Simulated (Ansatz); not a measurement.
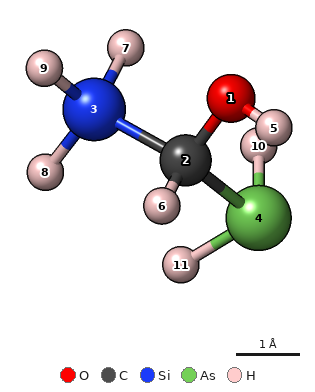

This is the input geometry for a relaxation of CH$_{7}$AsOSi (coarse preliminary run). Style: ball-and-stick. Shown from a free direction.

The start comes from a force field.

Computed with Ansatz, RKS PBE-D4/def2-SVP.

The input:
```yaml
crystal:
  periodic: [false, false, false]
  atoms:
    - {symbol: O, position_ang: [-0.600300, 1.377100, -0.930800]}
    - {symbol: C, position_ang: [-0.615300, 0.404900, 0.019300]}
    - {symbol: Si, position_ang: [0.131500, -1.117100, -0.749100]}
    - {symbol: As, position_ang: [0.503800, 1.022300, 1.587700]}
    - {symbol: H, position_ang: [-1.196500, 2.144500, -0.572900]}
    - {symbol: H, position_ang: [-1.643600, 0.163000, 0.342100]}
    - {symbol: H, position_ang: [1.560200, -0.809800, -1.171200]}
    - {symbol: H, position_ang: [0.235700, -2.183500, 0.253300]}
    - {symbol: H, position_ang: [-0.630200, -1.531000, -1.850700]}
    - {symbol: H, position_ang: [1.803500, 0.898000, 0.871100]}
    - {symbol: H, position_ang: [0.516700, -0.425500, 2.221800]}
basis:
  gaussian: {orbitals: def2-SVP}
hamiltonian: {xc: pbe, dispersion: d4}
relax: {f_tol: 0.03, max_steps: 200}
```

Command:
```bash
ansatz run in.yaml --threads 4 --pin off --events-out ev --progress --plain --max-ram 10444MiB
```

Where does the relaxation end?

H11 moves most after the best rigid fit: 0.34 Å. By element the largest moves are H 0.34 Å, O 0.13 Å, Si 0.09 Å, As 0.07 Å, C 0.02 Å. Among the contacts that change: Si3–H9 1.402 → 1.506 Å, O1–H5 1.036 → 0.976 Å, O1–C2 1.359 → 1.419 Å, As4–H10 1.489 → 1.542 Å. Bond angles that change, for instance: As4–C2–H6 110.8° → 104.7°, H10–As4–H11 96.3° → 92.1°, H7–Si3–H8 105.6° → 109.6°. Over 9 geometry steps the energy falls by 40.3 kJ/mol. Largest force component: 3.5 eV/Å at the start, 0.015 eV/Å at the end.

The structure at the end:

```xyz
11

O    -0.7147    1.4137   -0.9767
C    -0.5920    0.4035    0.0116
Si    0.1838   -1.1262   -0.8194
As    0.5076    1.0947    1.5786
H    -1.1881    2.1711   -0.5822
H    -1.5734    0.1101    0.4611
H     1.5451   -0.7682   -1.3446
H     0.3091   -2.2235    0.2026
H    -0.6769   -1.6080   -1.9579
H     1.8775    0.6625    1.0193
H     0.3874   -0.1868    2.4280
```

After the run, drawn alike:

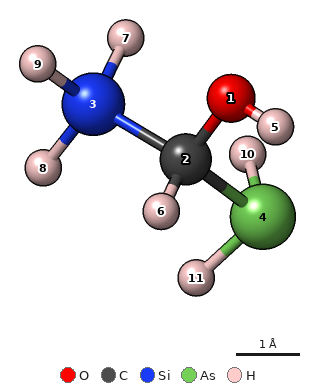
